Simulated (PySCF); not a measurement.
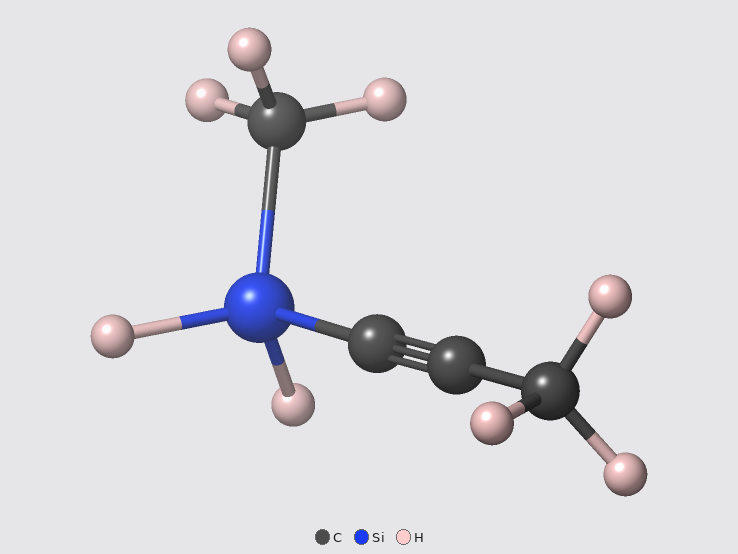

The picture shows a molecular structure as a ball-and-stick model. Multiple sticks mark multiple bonds (one Kekulé form).

The geometry was computed by an optimisation with PBE0-D3(BJ)/def2-SVP. No frequency run is at hand to confirm it as a minimum.

What does the picture show?

The molecule is C₄H₈Si. Its SMILES string is `CC#C[SiH2]C`. It has no ring. Among its groups: alkyne, Si–H bond. The point group is Cs. Coordination: 2 C tetrahedral; 2 C linear; 1 Si tetrahedral.

More results for the same structure follow; atom numbers are the same in all pictures, views and colours differ.

### NMR shielding

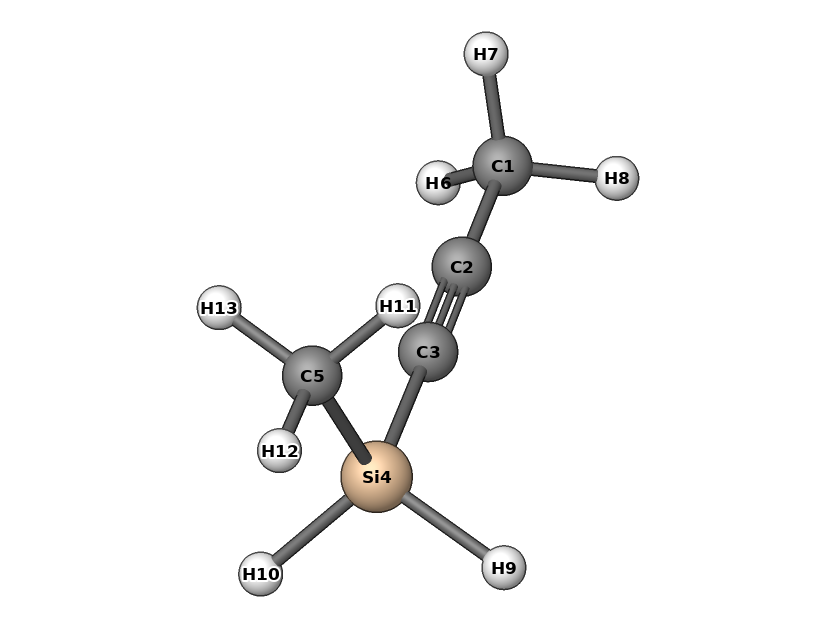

The questions are on isotropic NMR shieldings of the C atoms. No frequency run is at hand to confirm it as a minimum. Level of theory: GIAO KT3/pcSseg-2 NMR shielding, non-relativistic, gas phase (PySCF 2.14.0).

List the isotropic NMR shieldings of the C atoms.

```tsv
atom	σ (ppm)
C1	174.2
C2	76.9
C3	106.8
C5	185.1
```

### Bond orders

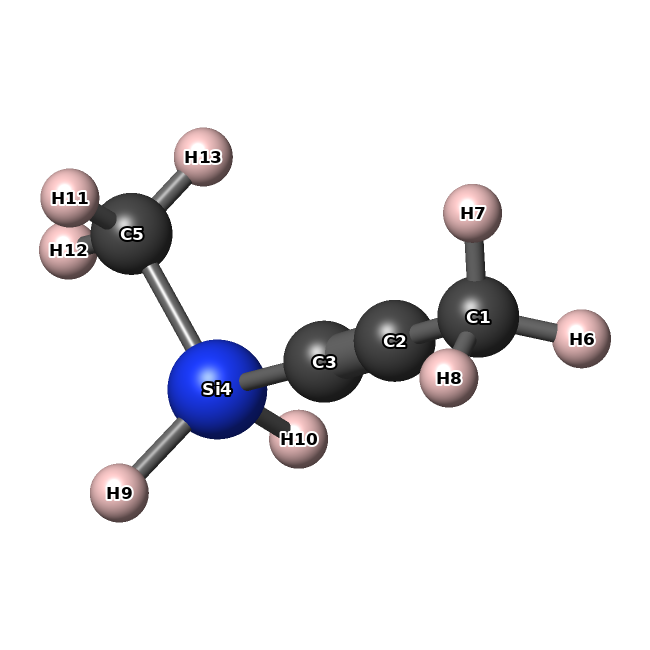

The thickness of each stick grows with its Mayer bond order. No frequency run is at hand to confirm it as a minimum. Method: PBE0/STO-3G (PySCF 2.14.0).

Which bond has the highest Mayer bond order?

Answer. C2–C3, 2.85, at a length of 1.219 Å.

List the Mayer bond orders of C1–C2, C1–H6, C1–H7, C1–H8, C2–C3, C3–Si4, Si4–C5, Si4–H9, C5–H11, C5–H12, C5–H13 (one bond of each equivalent set). Atoms whose distances differ by more than 0.02 Å in this geometry are listed apart.

```
  bond  Mayer order  length (Å)
 C1–C2         1.07       1.451
 C1–H6         0.96       1.101
 C1–H7         0.96       1.101
 C1–H8         0.96       1.101
 C2–C3         2.85       1.219
C3–Si4         0.91       1.831
Si4–C5         0.92       1.877
Si4–H9         0.91       1.496
C5–H11         0.98       1.101
C5–H12         0.98       1.101
C5–H13         0.98       1.101
```

### Levels of theory compared

No frequency run is at hand to confirm it as a minimum. Program: PySCF 2.14.0.

At this fixed geometry, give dipole (D) at these levels: B3LYP/pcSseg-2; B97-2/pcSseg-2; B97-D/pcSseg-2; BHandHLYP/pcSseg-2; CAM-B3LYP/pcSseg-2; HF/pcSseg-2; PBE0/6-31G; PBE0/STO-3G.

```json
{"level": "B3LYP/pcSseg-2", "dipole (D)": "1.43"}
{"level": "B97-2/pcSseg-2", "dipole (D)": "1.45"}
{"level": "B97-D/pcSseg-2", "dipole (D)": "1.45"}
{"level": "BHandHLYP/pcSseg-2", "dipole (D)": "1.41"}
{"level": "CAM-B3LYP/pcSseg-2", "dipole (D)": "1.41"}
{"level": "HF/pcSseg-2", "dipole (D)": "1.45"}
{"level": "PBE0/6-31G", "dipole (D)": "1.30"}
{"level": "PBE0/STO-3G", "dipole (D)": "0.29"}
```

### Charges

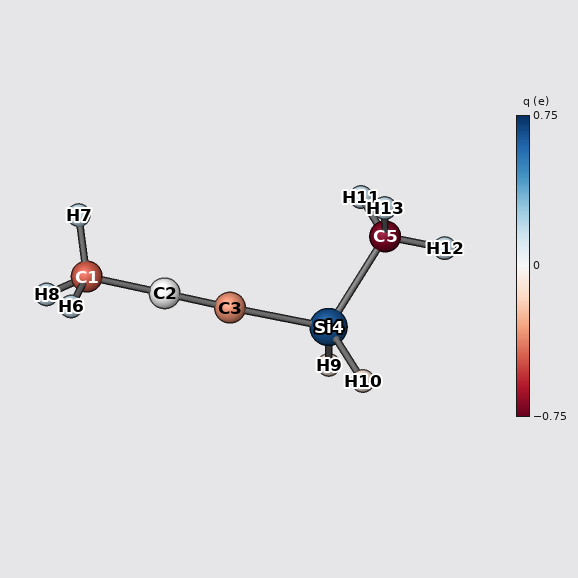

Atoms are coloured by their IAO charges. No frequency run is at hand to confirm it as a minimum. Properties computed with PBE0/6-31G, gas phase (PySCF 2.14.0).

Which atom carries the highest charge (most positive or least negative)?

Answer. Si4 (0.65 e).

And the lowest?

Answer. C5 (−0.70 e).

List the IAO charges.

```
atom  value (e)
  C1      −0.45
  C2       0.00
  C3      −0.34
 Si4       0.65
  C5      −0.70
  H6       0.18
  H7       0.18
  H8       0.18
  H9      −0.09
 H10      −0.09
 H11       0.17
 H12       0.16
 H13       0.17
```
